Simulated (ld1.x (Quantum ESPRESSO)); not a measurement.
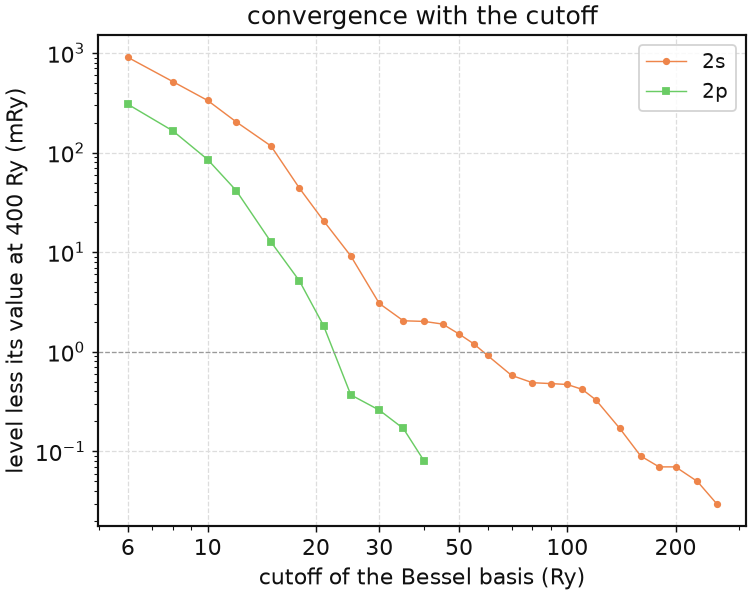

The pseudo-atom Hamiltonian at the reference potential is diagonalised in spherical Bessel functions (20 bohr box) up to the cutoff. Curves: distance of each valence level from its value at 400 Ry.

| Property | Result |
| --- | --- |
| Element | Ne |
| Generator | ld1.x (Quantum ESPRESSO) 7.5 |
| Type | ultrasoft |
| Functional | PBEsol |
| Relativity | scalar-relativistic |
| Frozen core | [He] |
| Valence charge | 8 |
| Reference configuration | 2s2 2p5 (charge +1) |
| Partial waves | 2s (bound): rcut 0.50, rcutus 0.70 bohr; 2s channel at -3.7 Ry: rcut 0.50, rcutus 0.70 bohr; 2p (bound): rcut 1.40, rcutus 1.80 bohr; 2p channel at -0.15 Ry: rcut 1.40, rcutus 1.80 bohr; 3d channel at 0.5 Ry: rcut 1.45, rcutus 1.75 bohr |
| Local potential | all-electron potential smoothed inside 1.75 bohr (lloc = -1) |
| Core correction | a·sin(br)/r model core, default radius (core density twice the valence density) |
| Augmentation charge | PSQ, inside the norm-conserving radii |

> From which cutoff is the occupation-weighted sum of levels good to 10 mRy, and to 1 mRy?

30 Ry and 80 Ry, on the ladder of cutoffs that was run.

> Which occupied shell is the hardest?

2s: its level needs 60 Ry to come within 1 mRy, against 25 Ry for 2p.

> At which cutoff does each level come within 1 mRy for good?

2s: 60 Ry; 2p: 25 Ry.
